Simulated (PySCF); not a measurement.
## C$_{4}$H$_{12}$Si: geometry relaxation

- system: C$_{4}$H$_{12}$Si, SMILES C[Si](C)(C)C
- method: PBE0-D3(BJ)/def2-SVP geometry optimisation, gas phase (PySCF 2.14.0)

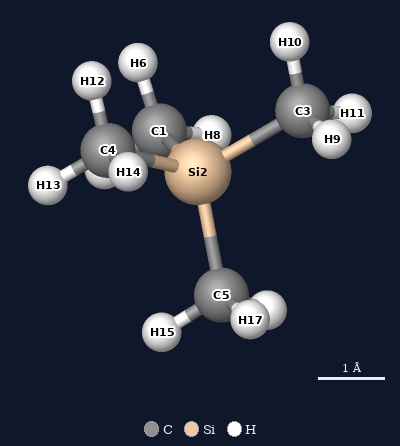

Fig. 1: The structure as given in the input (ball-and-stick view, seen at a tilt; atoms are numbered from 1 in the order of the input).

Summary:

| quantity | value |
| --- | --- |
| outcome | converged |
| total energy | −448.668996 hartree |
| dipole moment | 0.00 D |
| point group | Td |
| hardware | 1 CPU thread, shared host |
| wall time | 38 s |
| peak memory | 0.6 GiB |

Input file:
```
{"job": {"xc": "PBE0", "basis": "def2-SVP", "d3": "d3bj", "grid": 1, "kind": "geom"}, "charge": 0, "multiplicity": 1}
C     -0.193700    -1.257380    -1.422950
Si    -0.001090     0.002810    -0.002090
C     -0.067740     1.776660    -0.705390
C     -1.418140    -0.240790     1.253750
C      1.675660    -0.272050     0.869060
H     -1.184230    -1.207660    -1.864780
H     -0.043170    -2.273990    -1.072290
H      0.527070    -1.074100    -2.214300
H      0.186260     2.510530     0.053380
H     -1.058930     2.019980    -1.075830
H      0.628060     1.906850    -1.528700
H     -2.390000    -0.114070     0.785790
H     -1.393230    -1.235410     1.688860
H     -1.351860     0.473790     2.068570
H      1.705600    -1.234260     1.371600
H      2.496600    -0.248570     0.158860
H      1.868830     0.491710     1.616640
```

The first line tells a small driver script what to run in PySCF; the rest is the geometry in Å.

What the program printed:
```
step   0  E = -448.66587370  max force = 0.016223
step   1  E = -448.66872050  max force = 0.000563
step   2  E = -448.66876321  max force = 0.000419
step   3  E = -448.66885003  max force = 0.000574
step   4  E = -448.66891121  max force = 0.000882
step   5  E = -448.66897620  max force = 0.000739
step   6  E = -448.66899232  max force = 0.000334
step   7  E = -448.66899551  max force = 0.000073
optimisation converged
```

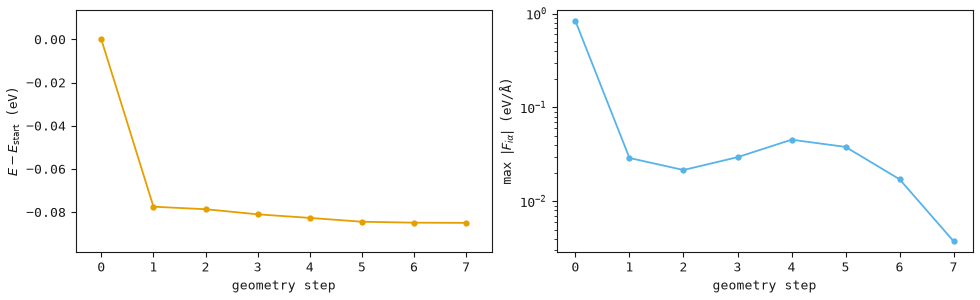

Fig. 2: Progress of the relaxation, step by step (steps are counted from 0).

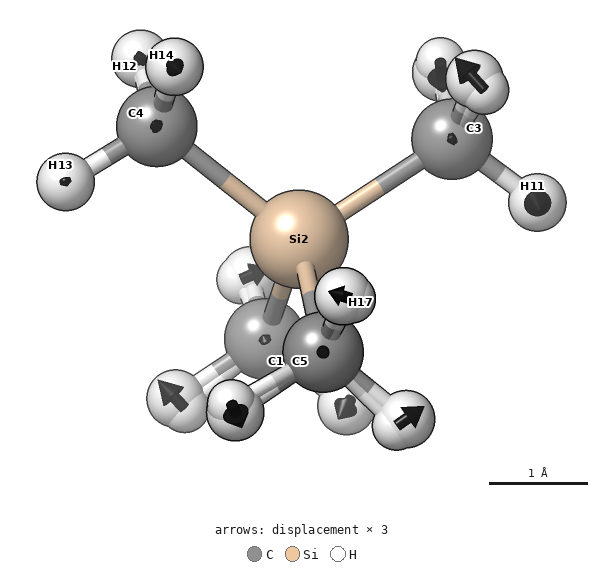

Fig. 3: Start (faint) and end (solid) with the displacements as black arrows, magnified 3 times (ball-and-stick view, seen at a tilt). The two geometries are laid on each other by the best rigid fit. The largest moves after the best rigid fit, 0.16 Å, are those of H9 and H10. By element the largest moves are H 0.16 Å, C 0.04 Å. Si stays in place. Among the contacts that change: C1–Si2 1.909 → 1.884 Å, C1–H6 1.086 → 1.102 Å. The energy falls by 0.085 eV in 7 geometry steps. The largest force component goes from 0.83 to 0.0038 eV/Å. (Atoms are counted from 1 in the order of the input.)
